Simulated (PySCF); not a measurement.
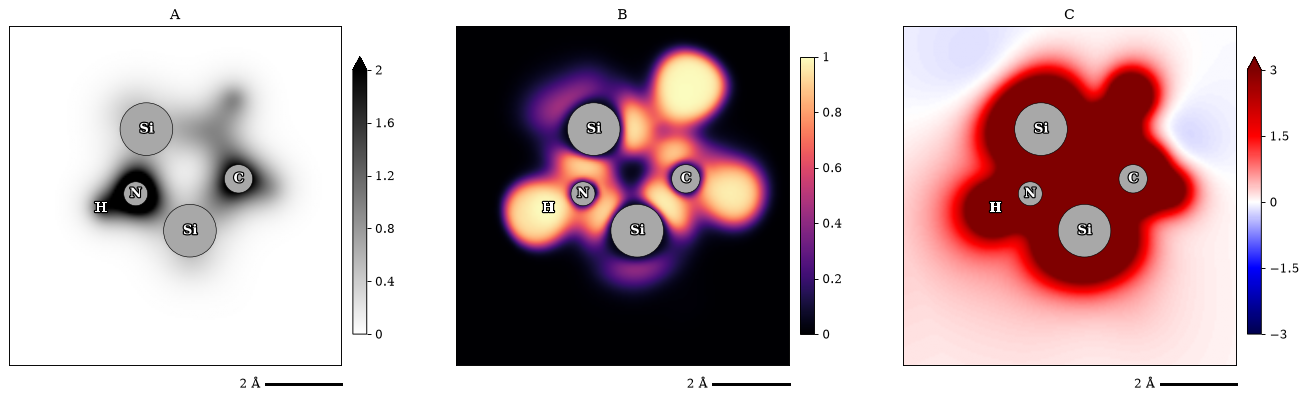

C4H13NOSi2: 3 fields on the plane of atoms C5, Si4 and N8, with unlabelled colour scales. Grey discs cover the atomic cores.

Geometry: PBE0-D3(BJ)/def2-SVP.

These are results of PBE0/pcSseg-1, SCF density, gas phase, non-relativistic (PySCF), not measurements.

### Match the panels to the quantities (electron density, electron localisation function and electrostatic potential).

Panel A: electron density. Panel B: electron localisation function. Panel C: electrostatic potential (strongly positive close to the atoms and fading to about zero outside). From the grid: Si–N (1.74 Å): the density is about 1 e/Å³ at the midpoint; the ELF peaks at about 0.90 between the atoms, as expected for a polar covalent bond. C–Si (1.89 Å): the density is about 0.95 e/Å³ at the midpoint; the ELF peaks at about 0.95 between the atoms (localised, covalent bonding).
